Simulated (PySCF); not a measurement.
System: C5H3ClOSi (SMILES O=CC#CC#C[SiH2]Cl).

```xyz
11

O     4.6098   -0.4122    0.0857
C     3.7782    0.4177    0.3458
C     2.3710    0.2388    0.2692
C     1.1667    0.0893    0.2049
C    -0.1736   -0.0702    0.1340
C    -1.3770   -0.2272    0.0675
Si   -3.2084   -0.4601   -0.0327
Cl   -4.0947    1.2667    0.5179
H     4.0528    1.4387    0.6839
H    -3.5750   -1.5179    0.9034
H    -3.5444   -0.7608   -1.4207
```

Geometry: GFN2-xTB.

All numbers below come from PySCF 2.14.0, PBE0/pcSseg-1, SCF density, gas phase, non-relativistic.

Question: What will maps of the electron density and electron localisation function show?

Answer: C–O (1.20 Å): ρ is about 3.3 e/Å³ halfway; the ELF peaks at about 0.85 between the atoms (a multiple bond).
C–C (1.22 Å): ρ is about 2.7 e/Å³ halfway; the ELF peaks at about 0.85 between the atoms; a multiple bond.
C–Si (1.85 Å): ρ is about 0.93 e/Å³ halfway; the ELF peaks at about 0.95 between the atoms, as expected for localised, covalent bonding.
Si–Cl (2.02 Å): ρ at the midpoint is about 0.97 e/Å³; the ELF peaks at about 0.90 between the atoms: a shared but strongly polarised pair.

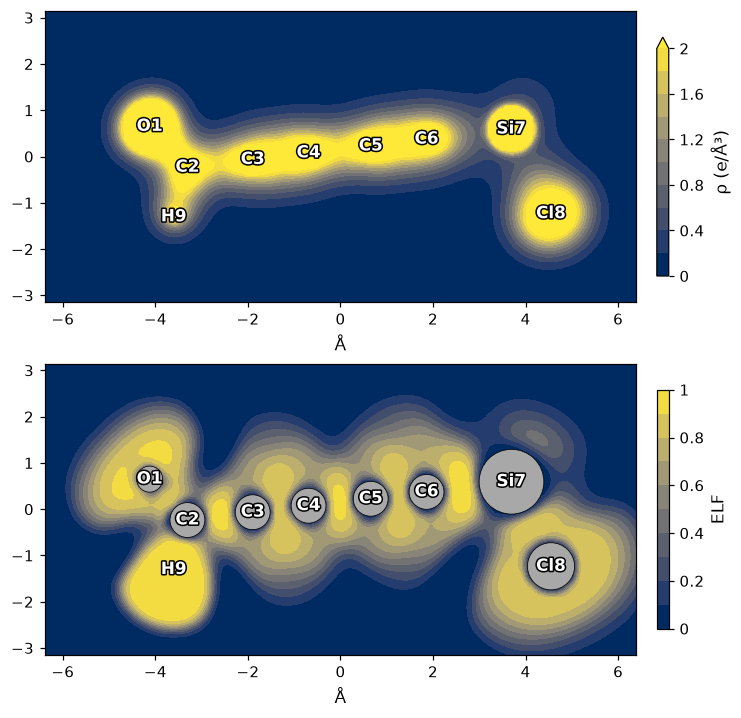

Computed electron density and electron localisation function on the plane of atoms O1, C2 and H9, in this order. Grey discs cover the atomic cores in the ELF map. 
